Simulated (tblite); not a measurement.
**Geometry relaxation, with input and output: C$_{8}$H$_{14}$Ge (part 1 of 4)**

System: C$_{8}$H$_{14}$Ge.
Method: GFN2-xTB geometry optimisation, gas phase (tblite 0.8.0).

It belongs to a series of runs on one base structure; here: H on C replaced by nPr.

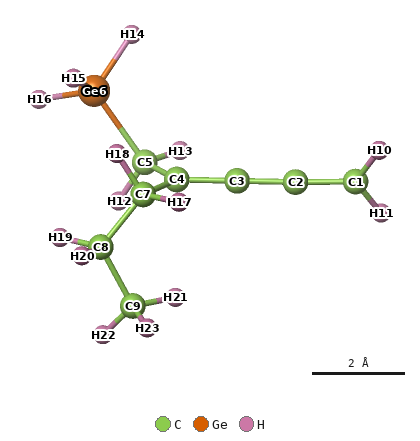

**Figure 1.** The structure as given in the input (ball-and-stick view, seen at a tilt; atoms are numbered from 1 in the order of the input). Sticks mark near contacts. Bond lengths as drawn: C–C 1.28 to 1.52 Å, C–Ge 1.93 Å, C–H 1.09 to 1.13 Å and Ge–H 1.55 to 1.56 Å.

The input
```
{"job": {"kind": "relax", "xc": "GFN2-xTB", "basis": "xTB"}, "charge": 0, "multiplicity": 1}
C      2.716800    -3.121900    -0.148800
C      1.920900    -2.072300    -0.109500
C      1.164600    -1.040700    -0.027600
C      0.387400     0.030300     0.047200
C      0.645700     1.164800    -0.844200
Ge     1.056300     2.814300     0.064400
C     -0.710500     0.064300     1.042000
C     -2.065300     0.240900     0.457200
C     -2.449000    -0.875700    -0.503700
H      3.300600    -3.385400     0.739200
H      2.769400    -3.728700    -1.060700
H     -0.167000     1.311900    -1.594800
H      1.556600     0.918700    -1.451400
H      2.604800     2.946800     0.171500
H      0.497900     2.874700     1.509300
H      0.507000     3.974300    -0.808900
H     -0.623900    -0.895400     1.637600
H     -0.500700     0.904100     1.726200
H     -2.247300     1.251600     0.043400
H     -2.797200     0.153400     1.307800
H     -1.558600    -1.347100    -0.972000
H     -3.092100    -0.485700    -1.321100
H     -2.921100    -1.670000     0.107000
```

The first line tells a small driver script what to run in tblite; the rest is the geometry in Å.

Run as:
```bash
OMP_NUM_THREADS=1 python <driver script> task.json out
```

The program's output
```
step      E/eV     max force
  0    -708.32248    2.405
  1    -708.53824    3.930
  2    -708.65933    1.629
  3    -708.75332    0.881
  4    -708.89790    0.871
  5    -709.00216    1.356
  6    -709.13670    0.820
  7    -709.23121    0.697
  8    -709.31410    0.685
  9    -709.39645    0.917
 10    -709.49264    0.826
 11    -709.56114    0.446
 12    -709.61017    0.424
 13    -709.64398    0.495
 14    -709.65771    0.603
 15    -709.68238    0.395
 16    -709.70038    0.212
 17    -709.71491    0.242
 18    -709.72519    0.241
 19    -709.73105    0.156
 20    -709.73507    0.132
 21    -709.73791    0.141
 22    -709.74139    0.114
 23    -709.74454    0.105
 24    -709.74693    0.110
 25    -709.74867    0.104
 26    -709.75044    0.091
 27    -709.75242    0.087
 28    -709.75438    0.104
 29    -709.75618    0.109
 30    -709.75814    0.125
 31    -709.76069    0.152
 32    -709.76383    0.144
 33    -709.76682    0.118
 34    -709.76900    0.097
 35    -709.77054    0.098
 36    -709.77209    0.101
 37    -709.77393    0.116
 38    -709.77588    0.128
 39    -709.77777    0.120
 40    -709.77963    0.112
 41    -709.78144    0.096
 42    -709.78306    0.082
 43    -709.78444    0.091
 44    -709.78568    0.095
 45    -709.78687    0.068
 46    -709.78787    0.075
 47    -709.78878    0.084
 48    -709.78969    0.078
 49    -709.79111    0.070
 50    -709.79188    0.071
 51    -709.79312    0.080
 52    -709.79407    0.083
 53    -709.79543    0.084
 54    -709.79703    0.087
 55    -709.79891    0.096
 56    -709.80064    0.088
 57    -709.80194    0.121
 58    -709.80286    0.094
 59    -709.80381    0.067
 60    -709.80479    0.055
 61    -709.80534    0.045
 62    -709.80622    0.065
 63    -709.80683    0.065
 64    -709.80735    0.046
 65    -709.80776    0.033
 66    -709.80813    0.038
 67    -709.80845    0.038
 68    -709.80875    0.044
 69    -709.80908    0.056
 70    -709.80952    0.056
 71    -709.81031    0.059
 72    -709.81106    0.061
 73    -709.81202    0.073
 74    -709.81310    0.074
 75    -709.81436    0.077
 76    -709.81562    0.060
 77    -709.81677    0.066
 78    -709.81775    0.069
 79    -709.81864    0.107
 80    -709.81924    0.067
 81    -709.82017    0.055
 82    -709.82087    0.053
 83    -709.82155    0.051
 84    -709.82207    0.051
 85    -709.82272    0.052
 86    -709.82335    0.066
 87    -709.82408    0.062
 88    -709.82498    0.070
 89    -709.82601    0.058
 90    -709.82688    0.057
 91    -709.82749    0.051
 92    -709.82804    0.052
 93    -709.82866    0.049
 94    -709.82927    0.055
 95    -709.82983    0.061
 96    -709.83022    0.047
 97    -709.83052    0.037
 98    -709.83078    0.033
 99    -709.83106    0.038
100    -709.83137    0.043
101    -709.83168    0.036
102    -709.83193    0.032
103    -709.83211    0.024
104    -709.83222    0.021
105    -709.83232    0.033
106    -709.83244    0.036
107    -709.83260    0.030
108    -709.83283    0.063
109    -709.83296    0.062
110    -709.83308    0.038
111    -709.83330    0.025
112    -709.83341    0.030
113    -709.83366    0.031
114    -709.83388    0.039
115    -709.83409    0.027
116    -709.83424    0.024
117    -709.83437    0.024
118    -709.83447    0.023
119    -709.83458    0.025
120    -709.83467    0.025
121    -709.83476    0.027
122    -709.83485    0.021
123    -709.83497    0.031
124    -709.83513    0.028
125    -709.83533    0.032
126    -709.83547    0.033
127    -709.83565    0.030
128    -709.83593    0.040
129    -709.83631    0.062
130    -709.83670    0.065
131    -709.83699    0.043
132    -709.83718    0.025
133    -709.83734    0.031
134    -709.83754    0.044
135    -709.83773    0.048
136    -709.83791    0.037
137    -709.83805    0.031
138    -709.83819    0.037
139    -709.83833    0.032
140    -709.83858    0.027
141    -709.83874    0.033
142    -709.83904    0.040
143    -709.83925    0.036
144    -709.83938    0.029
145    -709.83945    0.021
146    -709.83953    0.025
147    -709.83962    0.020
148    -709.83969    0.016
149    -709.83975    0.011
150    -709.83979    0.013
151    -709.83982    0.014
152    -709.83985    0.012
153    -709.83989    0.012
154    -709.83994    0.011
155    -709.83997    0.012
156    -709.83999    0.011
157    -709.84001    0.010
```

Trajectory as extended XYZ (Å, eV, eV/Å), 36 of the 158 frames kept, from step=0 to step=157
```
23
Properties=species:S:1:pos:R:3:forces:R:3 step=0 energy=-708.32248
C     2.7168   -3.1219   -0.1488    0.1360  -0.2800  -0.0640
C     1.9209   -2.0723   -0.1095   -1.1210   1.6270   0.1400
C     1.1646   -1.0407   -0.0276    1.3900  -1.9090  -0.1240
C     0.3874    0.0303    0.0472    0.1660  -0.5410  -0.1170
C     0.6457    1.1648   -0.8442   -0.1990  -0.6450  -2.1390
Ge    1.0563    2.8143    0.0644    0.4570   1.1430   0.5580
C    -0.7105    0.0643    1.0420    1.5500  -0.1770   1.8300
C    -2.0653    0.2409    0.4572   -1.9050   0.1620   0.5770
C    -2.4490   -0.8757   -0.5037    0.1900  -0.5190  -0.4990
H     3.3006   -3.3854    0.7392   -0.8860  -0.5940  -0.2820
H     2.7694   -3.7287   -1.0607    0.8160   0.7120   0.3270
H    -0.1670    1.3119   -1.5948    0.2410   0.0970   0.4540
H     1.5566    0.9187   -1.4514   -0.6140   0.1500   0.2620
H     2.6048    2.9468    0.1715   -0.7490   0.0480  -0.0030
H     0.4979    2.8747    1.5093    0.2110   0.1630  -0.6500
H     0.5070    3.9743   -0.8089    0.2710  -0.3650   0.5130
H    -0.6239   -0.8954    1.6376   -0.3720   0.9190  -0.4870
H    -0.5007    0.9041    1.7262   -0.2440  -0.1340   0.1760
H    -2.2473    1.2516    0.0434    0.4670  -0.4430  -0.0630
H    -2.7972    0.1534    1.3078    0.5100   0.3460  -0.5010
H    -1.5586   -1.3471   -0.9720   -0.4520   0.4420   0.1950
H    -3.0921   -0.4857   -1.3211    0.1900  -0.5720   0.6990
H    -2.9211   -1.6700    0.1070   -0.0540   0.3710  -0.8020
23
Properties=species:S:1:pos:R:3:forces:R:3 step=4 energy=-708.89790
C     2.7132   -3.1229   -0.1485   -0.1810   0.2140  -0.0210
C     1.9235   -2.0672   -0.1073    0.4220  -0.5420  -0.0270
C     1.1844   -1.0681   -0.0284   -0.4250   0.5600   0.0670
C     0.3996    0.0044    0.0332   -0.0650  -0.0160   0.1440
C     0.6322    1.1323   -0.8967    0.0070   0.2500  -0.2860
Ge    1.0730    2.8457    0.0742   -0.2260  -0.5370  -0.2690
C    -0.6755    0.0815    1.0775    0.3060  -0.1510   0.4380
C    -2.0744    0.2285    0.4818   -0.5180   0.3320   0.2410
C    -2.4403   -0.8788   -0.4985    0.1580  -0.1480  -0.0780
H     3.2185   -3.4529    0.7338   -0.4470  -0.6450   0.3790
H     2.8558   -3.6685   -1.0572    0.7050   0.2860  -0.3720
H    -0.1893    1.3251   -1.5973    0.0270  -0.0300   0.1430
H     1.5411    0.9164   -1.4720   -0.2600  -0.0310  -0.1850
H     2.5518    2.9572    0.1738    0.1070   0.1140   0.0390
H     0.5142    2.8949    1.4590   -0.0100   0.1610  -0.0430
H     0.5303    3.9551   -0.7633    0.0370   0.1710   0.0950
H    -0.6460   -0.8637    1.6387    0.0100   0.2530   0.0600
H    -0.5087    0.9188    1.7706    0.0000  -0.1360  -0.0410
H    -2.2086    1.2218    0.0329    0.2470  -0.1630  -0.0710
H    -2.8001    0.1794    1.3135    0.2690   0.1540  -0.1720
H    -1.5637   -1.3184   -0.9691    0.0960   0.1140  -0.0130
H    -3.0958   -0.5267   -1.2870   -0.1190   0.0610   0.0110
H    -2.9400   -1.6670    0.0466   -0.1400  -0.2700  -0.0380
23
Properties=species:S:1:pos:R:3:forces:R:3 step=9 energy=-709.39645
C     2.7197   -3.1394   -0.1493   -0.0540   0.0970   0.0380
C     1.9415   -2.0787   -0.1020   -0.3710   0.4610   0.0700
C     1.1802   -1.0662   -0.0208    0.4370  -0.5660   0.0130
C     0.4012    0.0032    0.0494    0.0150  -0.1190  -0.0320
C     0.6020    1.1156   -0.9493   -0.0420  -0.2650   0.5930
Ge    1.0521    2.7703    0.0148    0.2670   0.8270   0.2920
C    -0.6606    0.0921    1.1300   -0.2250  -0.0910  -0.5630
C    -2.0785    0.2301    0.5130    0.5340  -0.2160  -0.3530
C    -2.4367   -0.9000   -0.4800   -0.0610   0.2730   0.1170
H     2.9318   -3.7128    0.7549   -0.3650  -0.0590  -0.4890
H     3.1750   -3.4635   -1.0848    0.1760   0.2950   0.4490
H    -0.2445    1.3252   -1.5893   -0.3450  -0.1480  -0.0730
H     1.4601    0.8907   -1.5771    0.0050  -0.1670  -0.1710
H     2.5278    2.9953    0.1847   -0.0390  -0.1470  -0.0800
H     0.5164    2.9567    1.4031   -0.0800  -0.1670  -0.0400
H     0.5609    3.9966   -0.6975   -0.0220  -0.0370  -0.1400
H    -0.6456   -0.8225    1.7086    0.1530  -0.2860   0.1700
H    -0.4985    0.9241    1.8225    0.0690   0.0570  -0.1810
H    -2.1081    1.1857   -0.0139   -0.1310   0.0470   0.0180
H    -2.7858    0.2559    1.3310   -0.2570   0.0660   0.1050
H    -1.5318   -1.2580   -0.9691   -0.1140  -0.0730   0.0330
H    -3.1193   -0.5363   -1.2472    0.1000   0.1650  -0.0210
H    -2.9640   -1.7370   -0.0216    0.3490   0.0550   0.2450
23
Properties=species:S:1:pos:R:3:forces:R:3 step=13 energy=-709.64398
C     2.7167   -3.1332   -0.1469   -0.1260   0.1690   0.0000
C     1.9412   -2.0804   -0.0898    0.1910  -0.2090  -0.0040
C     1.1931   -1.0809   -0.0055   -0.2230   0.3430  -0.0050
C     0.4049   -0.0244    0.0581    0.0560   0.0070  -0.1150
C     0.5852    1.1009   -0.9138    0.0160   0.2970  -0.1500
Ge    1.0713    2.8403    0.0187   -0.1770  -0.4230  -0.1870
C    -0.6659    0.0491    1.1103    0.1050   0.0810   0.1870
C    -2.0590    0.2252    0.4976   -0.1560   0.1330   0.2110
C    -2.4410   -0.8887   -0.4730    0.1820  -0.0010  -0.0380
H     2.7105   -3.8512    0.6492   -0.0420  -0.2940   0.0010
H     3.3655   -3.2944   -0.9857    0.2530  -0.0200  -0.0060
H    -0.3007    1.2752   -1.5439    0.0230  -0.0270   0.3950
H     1.3826    0.8510   -1.6296   -0.0350   0.0720   0.2960
H     2.5492    2.9853    0.1742    0.0240  -0.0060  -0.0200
H     0.4886    2.9511    1.3966    0.0190  -0.0170  -0.0490
H     0.5591    4.0370   -0.7218    0.0310  -0.0140  -0.0870
H    -0.6088   -0.8395    1.7533   -0.1360   0.0340  -0.2740
H    -0.4791    0.9094    1.7638    0.0330   0.0490  -0.0410
H    -2.0879    1.1831   -0.0332    0.0770  -0.0450   0.0460
H    -2.7869    0.3028    1.3134    0.0230  -0.0810  -0.1140
H    -1.5423   -1.2482   -0.9659    0.0590  -0.0230  -0.1680
H    -3.1104   -0.4922   -1.2344   -0.1170  -0.2170   0.0880
H    -2.8907   -1.7503    0.0185   -0.0790   0.1930   0.0350
23
Properties=species:S:1:pos:R:3:forces:R:3 step=18 energy=-709.72519
C     2.7153   -3.1336   -0.1446    0.0000  -0.0080  -0.0030
C     1.9456   -2.0783   -0.0816   -0.0530   0.0580   0.0160
C     1.1976   -1.0710   -0.0079    0.1230  -0.1100  -0.0260
C     0.4087   -0.0203    0.0561    0.0210   0.0180   0.1440
C     0.5770    1.1183   -0.8979   -0.0360  -0.1310   0.1100
Ge    1.0610    2.8238   -0.0057    0.0850   0.2000   0.1050
C    -0.6601    0.0526    1.1105   -0.0640   0.0520  -0.0740
C    -2.0539    0.2354    0.5030    0.0850   0.0180  -0.1370
C    -2.4178   -0.8821   -0.4721   -0.0730  -0.0110   0.0230
H     2.6029   -3.9468    0.5541    0.0250  -0.0340  -0.0380
H     3.4819   -3.2189   -0.8968    0.0420  -0.0400   0.0220
H    -0.3441    1.2580   -1.4604   -0.1030   0.1040  -0.0510
H     1.3548    0.8518   -1.6106    0.1030   0.0900  -0.1080
H     2.5467    2.9744    0.1618   -0.1080  -0.0420  -0.0390
H     0.4806    2.9431    1.3748    0.0170   0.0070  -0.0720
H     0.5696    4.0388   -0.7478    0.0430  -0.1350  -0.0300
H    -0.6192   -0.8483    1.7247   -0.0510  -0.0070  -0.0100
H    -0.4571    0.9205    1.7444    0.0230  -0.0310   0.1270
H    -2.0635    1.1850   -0.0329   -0.0320   0.1350   0.0000
H    -2.7963    0.3078    1.2988    0.0050  -0.0480   0.0090
H    -1.5351   -1.2432   -0.9970   -0.0210   0.0460   0.0010
H    -3.1297   -0.5179   -1.2082   -0.0620  -0.0460  -0.0230
H    -2.8694   -1.7222    0.0454    0.0300  -0.0840   0.0530
23
Properties=species:S:1:pos:R:3:forces:R:3 step=22 energy=-709.74139
C     2.7176   -3.1372   -0.1457    0.0210  -0.0260  -0.0010
C     1.9478   -2.0816   -0.0775    0.0470  -0.0490   0.0070
C     1.2061   -1.0709   -0.0088   -0.0240   0.0280   0.0580
C     0.4188   -0.0178    0.0705    0.0280  -0.0100  -0.0970
C     0.5746    1.1171   -0.8876    0.0390   0.1010  -0.0370
Ge    1.0640    2.8323   -0.0017   -0.0350  -0.1000  -0.0350
C    -0.6641    0.0587    1.1078    0.0430  -0.0400   0.0110
C    -2.0516    0.2463    0.4893   -0.0330   0.0080   0.0350
C    -2.4221   -0.8830   -0.4721   -0.0030   0.0230  -0.0100
H     2.5914   -3.9688    0.5282    0.0000  -0.0070   0.0130
H     3.5074   -3.2153   -0.8746    0.0060   0.0000  -0.0250
H    -0.3576    1.2707   -1.4415    0.1010  -0.0080   0.0410
H     1.3576    0.8725   -1.6124   -0.0950   0.0460   0.0190
H     2.5378    2.9658    0.1533    0.0960   0.0030   0.0070
H     0.4800    2.9450    1.3651   -0.0320   0.0590   0.0730
H     0.5775    4.0197   -0.7651   -0.0100   0.0280  -0.0810
H    -0.6351   -0.8498    1.7121   -0.0610  -0.0130   0.0100
H    -0.4517    0.9138    1.7612   -0.0540  -0.0690   0.0260
H    -2.0668    1.2070   -0.0320   -0.0490  -0.0220  -0.0150
H    -2.7919    0.2994    1.2906    0.0070   0.0430  -0.0140
H    -1.5397   -1.2352   -1.0048   -0.0430   0.0140  -0.0050
H    -3.1470   -0.5352   -1.2052   -0.0390  -0.0380   0.0260
H    -2.8577   -1.7263    0.0613    0.0880   0.0280  -0.0050
23
Properties=species:S:1:pos:R:3:forces:R:3 step=27 energy=-709.75242
C     2.7239   -3.1449   -0.1459    0.0010   0.0140   0.0020
C     1.9574   -2.0864   -0.0716    0.0170   0.0100   0.0100
C     1.2179   -1.0726    0.0023    0.0170  -0.0010  -0.0170
C     0.4273   -0.0204    0.0677   -0.0370  -0.0220   0.0610
C     0.5806    1.1274   -0.8761   -0.0060  -0.0280   0.0140
Ge    1.0672    2.8351    0.0029    0.0310   0.0710   0.0380
C    -0.6659    0.0516    1.1001   -0.0620  -0.0100   0.0120
C    -2.0541    0.2555    0.4826   -0.0170   0.0110  -0.0010
C    -2.4248   -0.8768   -0.4731    0.0030  -0.0180   0.0150
H     2.5822   -3.9898    0.5082    0.0060   0.0030   0.0230
H     3.5279   -3.2116   -0.8611   -0.0190  -0.0020  -0.0250
H    -0.3526    1.2807   -1.4188   -0.0670   0.0190  -0.0130
H     1.3449    0.8992   -1.6191    0.0650  -0.0370  -0.0240
H     2.5515    2.9580    0.1484   -0.0370   0.0170   0.0250
H     0.4718    2.9658    1.3726    0.0300   0.0590  -0.0570
H     0.5838    4.0066   -0.8026    0.0380  -0.0420   0.0250
H    -0.6625   -0.8612    1.6994    0.0100  -0.0480  -0.0550
H    -0.4601    0.8888    1.7772    0.0140   0.0020  -0.0270
H    -2.0826    1.2169   -0.0366    0.0350  -0.0190  -0.0230
H    -2.7915    0.3086    1.2864   -0.0010   0.0210   0.0030
H    -1.5507   -1.2227   -1.0199    0.0210   0.0570  -0.0540
H    -3.1753   -0.5573   -1.1922   -0.0360   0.0090   0.0390
H    -2.8211   -1.7234    0.0794   -0.0060  -0.0660   0.0270
```
